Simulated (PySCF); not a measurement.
B(H)(OEt)(NH2), SMILES O(CC)BN (C2H8BNO), singlet, CAM-B3LYP/def2-SVP optimised geometry. Atoms within 1.6 Å of the plane z = 0.0 Å (x, y, z in Å): B1 (0.29, -0.46, 0.00), H2 (-0.32, -1.51, 0.00), O3 (-0.38, 0.72, 0.00), C4 (-1.79, 0.81, 0.04), C5 (-2.27, 1.29, 1.39), H6 (-2.10, 1.51, -0.75), H7 (-2.23, -0.17, -0.20), H9 (-3.36, 1.42, 1.39), N11 (1.69, -0.46, 0.00), H12 (2.23, -1.31, -0.01), H13 (2.23, 0.39, 0.00).

Method: CAM-B3LYP/def2-TZVP in PySCF. Cells within 0.4 Å of a nucleus heavier than hydrogen are left out (blank, or x).

Map of the electrostatic potential (hartree/e), clipped to [-0.08, 0.12] on the plane z = 0.0 Å:

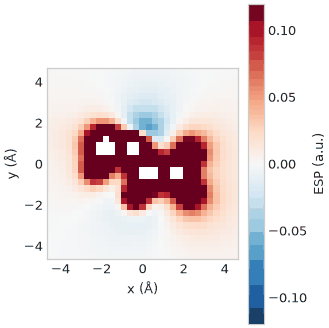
Figure: Electrostatic potential (hartree/e), clipped to [-0.08, 0.12] on the plane z = 0.0 Å.
